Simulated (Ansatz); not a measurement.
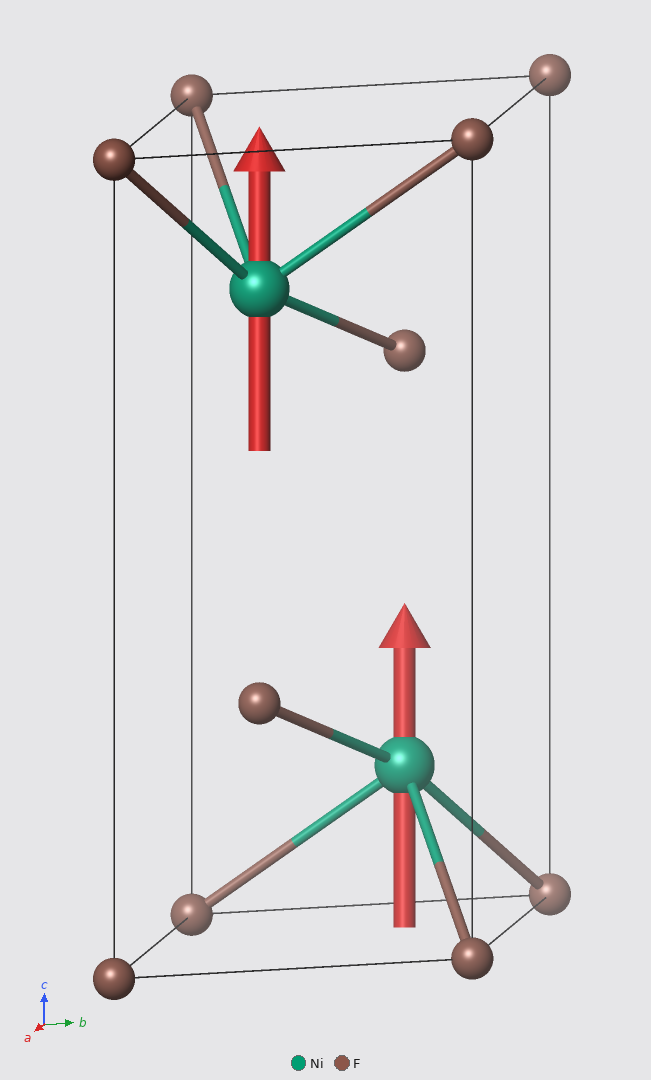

Ball-and-stick representation of a periodic structure, projected slightly off an axis. One simulation cell is framed, with atoms on its boundary repeated. Arrows are the site magnetic moments above 0.25 μB (those induced on non-metal atoms are left out); longer means larger, and red and blue are up and down (without spin-orbit coupling the axis itself is arbitrary).

This is the state reached for Ni₂F₃. The numbers come from DFT PBE, scalar-relativistic, plane waves, PAW (Ansatz), using plane-wave cutoff 420 eV, a 12×12×6 mesh of k-points, Gaussian smearing of 0.1 eV, collinear spins.

> Which kind of magnetic order is this?

Ferromagnetic (within this cell). Site moments: 2 Ni +1.3 μB. The net spin moment of the whole cell is 3.0 μB, including what lies between the atoms and on sites without an arrow.

The model was built from a textbook structure type filled with these elements (whether it is the usual form wasn't checked). What is shown is the relaxed result from DFT PBE, scalar-relativistic, plane waves, PAW (Ansatz 0.2.0).
